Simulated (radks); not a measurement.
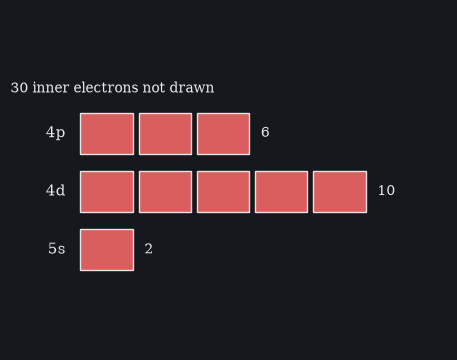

**Figure 1.** The outer shells as the input fills them: a box for each of the 2l + 1 orbitals, shaded by the share of the shell that is filled, with the electron count at the right.

**Atomic calculation, with input and output: Cd**

The neutral cadmium atom in the configuration [Kr] 4d10 5s2. Computed at this level: Dirac Kohn-Sham, PBE, spin-unpolarised, spherical densities, point nucleus (the in-house radial solver radks).

Input file:
```
Z 48
configuration [Kr] 4d10 5s2
relativity Dirac
functional pbe,pbe
spin unpolarised
j_filling energy
nucleus point
c 137.035999084
mesh_step 0.005
max_iterations 55
```

Energies in input and log are in hartree, lengths in bohr.

The run was one of a batch that the task file lists, launched with:
```bash
python <driver script> task.json out
```

Output:
```
1s1/2   1   2.0000        -974.20882454
2s1/2   1   2.0000        -144.59282398
2p1/2   1   2.0000        -134.60371203
2p3/2   1   4.0000        -127.53081213
3s1/2   1   2.0000         -26.95062875
3p1/2   1   2.0000         -22.94850747
3p3/2   1   4.0000         -21.68536116
3d3/2   1   4.0000         -14.60562591
3d5/2   1   6.0000         -14.34896074
4s1/2   1   2.0000          -3.88993218
4p1/2   1   2.0000          -2.60745145
4p3/2   1   4.0000          -2.39345546
4d3/2   1   4.0000          -0.44659125
4d5/2   1   6.0000          -0.42099821
5s1/2   1   2.0000          -0.20799831
Etot -5596.035192002468
Ekin 5868.275144983496
Encl -13577.488726689924
Eh 2267.866673673816
Exc -154.68828396985575
err 9.121146649727375e-09
it 14
```

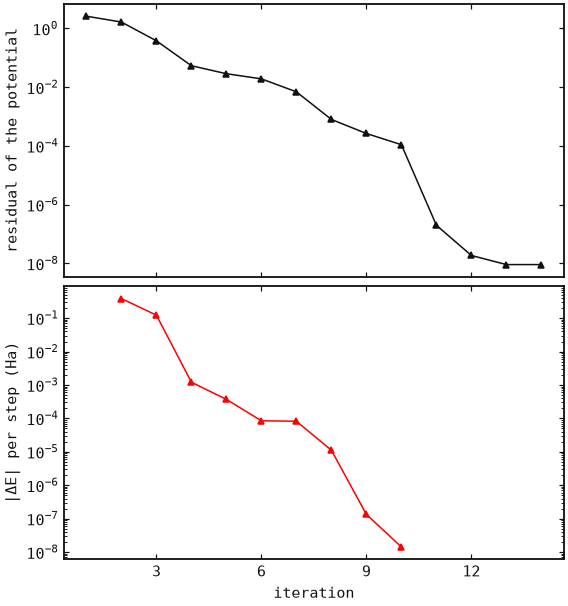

**Figure 2.** Convergence: residual of the potential and change of the energy from step to step (the smallest changes aren't drawn) against the iteration. The residual falls almost steadily, with no more than small rises or pauses. It goes from 2.6 to 9.1×10⁻⁹ in 14 steps.

What the run reported:

```tsv
quantity	value
outcome	converged
total energy	−5596.0352 hartree
kinetic energy	5868.2751 hartree
electron–nucleus energy	−13577.4887 hartree
Hartree energy	2267.8667 hartree
exchange–correlation energy	−154.688284 hartree
radius at density 0.001 e/bohr³	4.38 bohr
SCF iterations	14
hardware	1 thread of Arm Neoverse V2, 23 GiB of memory available, shared host
```

What is odd here:

A numerical setting was moved from its usual value: mesh step h = 0.005. The program ran to the end, and its total energy equals that of the same run with the usual input (−5596.03519 hartree) within 10⁻⁵ hartree, so the oddity leaves no trace in it.
